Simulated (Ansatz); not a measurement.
The calculation's input:

```
crystal:
  periodic: [false, false, false]
  atoms:
    - { symbol: Si, position_ang: [0.0, 0.0, 0.0] }
    - { symbol: O, position_ang: [0.0, 0.0, 2.03] }
    - { symbol: H, position_ang: [-0.9095, -0.2814, 2.3671] }
    - { symbol: O, position_ang: [1.5842, 0.0, -0.5594] }
    - { symbol: H, position_ang: [1.9006, -0.9521, -0.6761] }
    - { symbol: H, position_ang: [-0.6877, 1.1914, -0.4862] }
    - { symbol: H, position_ang: [-0.6877, -1.1914, -0.4862] }
    - { symbol: H, position_ang: [0.923, 1.392, 0.555] }
    - { symbol: H, position_ang: [0.7233, 1.0908, 1.4744] }
basis:
  gaussian: { orbitals: def2-TZVP }
hamiltonian:
  xc: pbe
  dispersion: d4
relax:
  f_tol: 0.15
  max_steps: 25
  restrain:
    - { distance: [0, 7], at: 1.46, k: 30.0 }
    - { distance: [8, 1], at: 1.01, k: 30.0 }
    - { distance: [0, 1], at: 2.88, k: 30.0 }
    - { distance: [8, 7], at: 1.86, k: 30.0 }
output:
  orbitals: {}
```

Launched as:

```sh
ansatz run input.yaml --threads 4 --pin off --max-ram 5120MiB --backend cpu --events-out ev --progress --plain --runs-dir out
```

The fields are those of the run's last geometry, not of the input's.

Not at a stationary point (largest force 0.7 eV/Å).

Method: RKS PBE-D4/def2-TZVP in Ansatz 0.2.0.

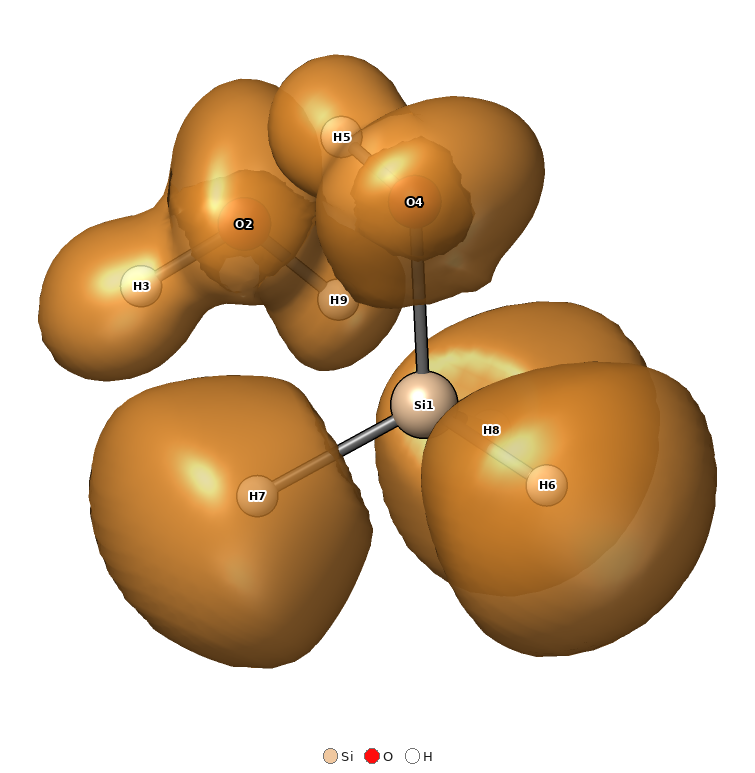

H$_{4}$OSi···H$_{2}$O. Isosurface of the electron localisation function at 0.75 (orange), seen at an oblique angle. Core shells and regions of very low density are left out.

What do the ELF domains correspond to?

The ELF exceeds this value in three regions around hydrogen nuclei and two joined regions spread over several atoms (H, O), in which their bonds and any lone pairs are merged.

Values along the shortest contacts:
Si1···H9 (2.59 Å): the ELF dips to about 0.10 between them. Si–O (1.66 Å): the ELF peaks at about 0.85 between the atoms: a polar covalent bond.
